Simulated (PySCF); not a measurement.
# One shape, several levels: triplet HNO2

Wanted: a comparison of 6 runs (UB3LYP/def2-TZVP, UBHLYP/def2-TZVP, UM06-2X/def2-TZVP, UPBE/def2-TZVP, UTPSS/def2-TZVP, UCCSD(T)/def2-TZVP) of triplet HNO2. The job is set up through a Python script.

Program for the calculation: PySCF 2.14.0.

1 further run of the same task is left out (set aside as unsound or not needed).

## 1. The system as given

HNO2 has 4 atoms, charge 0, and is taken as a triplet. SMILES of the parent species: `O=NO`. The shape is that of a PBE0-D4/def2-TZVP optimisation. That shape belongs to the parent species and isn't relaxed for this state.

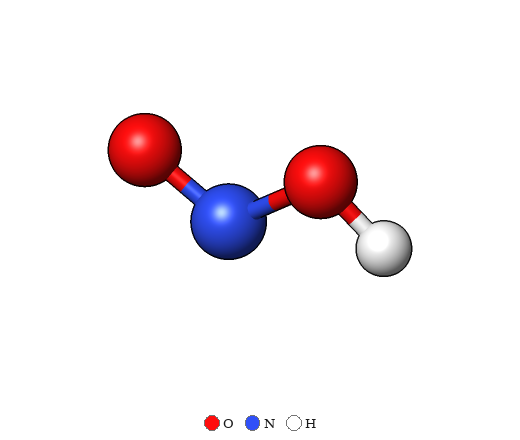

Viewed from a chosen angle; oxygen red, nitrogen blue, hydrogen white.

## 2. A single-point energy at UB3LYP/def2-TZVP (run 1)

Input file input.py:

```python
from pyscf import gto, dft

mol = gto.M(
    atom=[
    ('O', (0.413650, 0.047230, 1.437260)),
    ('N', (0.320150, -0.419400, 0.377370)),
    ('O', (-0.362650, 0.434660, -0.492650)),
    ('H', (-0.371140, -0.062490, -1.321980)),
],
    verbose=4,
    basis='def2-tzvp',
    max_memory=1860,
    spin=2,
)

calc0 = dft.UKS(mol)
calc0.xc = 'b3lyp'
calc0.grids.level = 5
calc0.conv_tol = 1e-10
calc0.kernel()
if not calc0.converged:
    calc0 = calc0.newton().run(calc0.mo_coeff, calc0.mo_occ)

e_tot = calc0.e_tot
print('E(%s) = %.9f' % ('B3LYP', e_tot))
```

Run with:

```
OMP_NUM_THREADS=1 python input.py
```

The program printed:

```text
PySCF version 2.14.0

[... 53 lines left out ...]
WARN: HOMO -0.11900084999111 >= LUMO -0.293232471100993
[... 50 lines left out ...]
converged SCF energy = -205.705516005804  <S^2> = 2.008628  2S+1 = 3.0057465
E(B3LYP) = -205.705516006
```

Run time: 20 s. Hardware: 1 thread of Arm Neoverse V2, shared host; peak memory 0.5 GiB.

## 3. A single-point energy at UBHLYP/def2-TZVP (run 2)

Input file mol.xyz:

```xyz
4
HNO2
O      0.413650     0.047230     1.437260
N      0.320150    -0.419400     0.377370
O     -0.362650     0.434660    -0.492650
H     -0.371140    -0.062490    -1.321980
```

Input file job.py:

```python
from pyscf import gto, dft

mol = gto.Mole()
mol.atom = 'mol.xyz'
mol.max_memory = 1860
mol.spin = 2
mol.basis = 'def2-tzvp'
mol.verbose = 3
mol.build()

calc0 = dft.UKS(mol, xc='bhandhlyp')
calc0.conv_tol = 1e-10
calc0.grids.level = 5
calc0.kernel()
if not calc0.converged:
    calc0 = calc0.newton().run(calc0.mo_coeff, calc0.mo_occ)

etot = calc0.e_tot
print(f'total energy: {etot:.8f} hartree')
```

Run with:

```
OMP_NUM_THREADS=1 python job.py
```

The program printed:

```text
WARN: HOMO -0.0967774333512565 >= LUMO -0.296007222224588

converged SCF energy = -205.596128787553  <S^2> = 2.0195382  2S+1 = 3.0129973
total energy: -205.59612879 hartree
```

Wall time 22 s (1 thread of Arm Neoverse V2, shared host); peak memory 0.5 GiB.

Runs 3 to 5 aren't shown in full; the table further down has their settings and results.

## 4. The energy at UCCSD(T)/def2-TZVP (run 6)

Input file job.py:

```python
from pyscf import gto, scf, cc

molecule = gto.M(
    atom='O 0.413650 0.047230 1.437260; N 0.320150 -0.419400 0.377370; O -0.362650 0.434660 -0.492650; H -0.371140 -0.062490 -1.321980',
    max_memory=1860,
    basis='def2-tzvp',
    verbose=4,
    spin=2,
)

hf = scf.UHF(molecule)
hf.conv_tol = 1e-10
hf.kernel()
if not hf.converged:
    hf = hf.newton().run(hf.mo_coeff, hf.mo_occ)

mycc = cc.CCSD(hf, frozen=3)
mycc.kernel()
e_t = mycc.ccsd_t()
etot = mycc.e_tot + e_t
print(f'total energy: {etot:.8f} hartree')
```

Run with:

```
OMP_NUM_THREADS=1 python job.py
```

The program printed:

```text
PySCF version 2.14.0

[... 39 lines left out ...]
WARN: HOMO -0.0323065984153885 >= LUMO -0.27158905551844
[... 78 lines left out ...]
converged SCF energy = -204.676806329117  <S^2> = 2.0472954  2S+1 = 3.0313663
[... 12 lines left out ...]
Init t2, MP2 energy = -0.611346725749765
[... 18 lines left out ...]
UCCSD converged
[... 2 lines left out ...]
total energy: -205.33499860 hartree
```

Wall time 3.4 min (1 thread of Arm Neoverse V2, shared host); peak memory 3.8 GiB.

## 5. The series

| run | level | integration grid | frozen core orbitals | energy (Eh) | dipole moment (D) of the reference | HOMO energy (eV) | LUMO energy (eV) | wall time |
| --- | --- | --- | --- | --- | --- | --- | --- | --- |
| 1 | UB3LYP/def2-TZVP | 5 | – | -205.705516 | 2.33 | -5.31 | -4.79 | 20 s |
| 2 | UBHLYP/def2-TZVP | 5 | – | -205.596129 | 2.31 | -7.52 | -2.95 | 22 s |
| 3 | UM06-2X/def2-TZVP | 5 | – | -205.617158 | 2.35 | -7.27 | -3.31 | 53 s |
| 4 | UPBE/def2-TZVP | 5 | – | -205.502897 | 2.32 | -3.62 | – | 18 s |
| 5 | UTPSS/def2-TZVP | 5 | – | -205.734302 | 2.31 | -3.81 | – | 47 s |
| 6 | UCCSD(T)/def2-TZVP | – | 3 | -205.334999 | 2.05 | -10.74 | 1.12 | 3.4 min |

## 6. Results

```
                                                         quantity          value
                                              run 6: total energy  -205.33500 Eh
                      run 6: dipole moment (Hartree–Fock density)         2.05 D
run 6: HOMO energy (Hartree–Fock orbitals) (highest over α and β)      -10.74 eV
 run 6: LUMO energy (Hartree–Fock orbitals) (lowest over α and β)        1.12 eV
               run 6: correlation energy (3 core orbitals frozen)     -658.2 mEh
                                            run 6: (T) correction     -25.40 mEh
                         run 6: ⟨S²⟩ of the reference determinant          2.047
                                             run 6: T1 diagnostic          0.033
```

In words: Over runs 1, 2, 3, 4, 5 the dipole moment (its size) runs from 2.31 D (UBHLYP/def2-TZVP) to 2.35 D (UM06-2X/def2-TZVP). Totals of different functionals can't be ranked against each other. All runs together took 6.1 min, the longest 3.4 min.
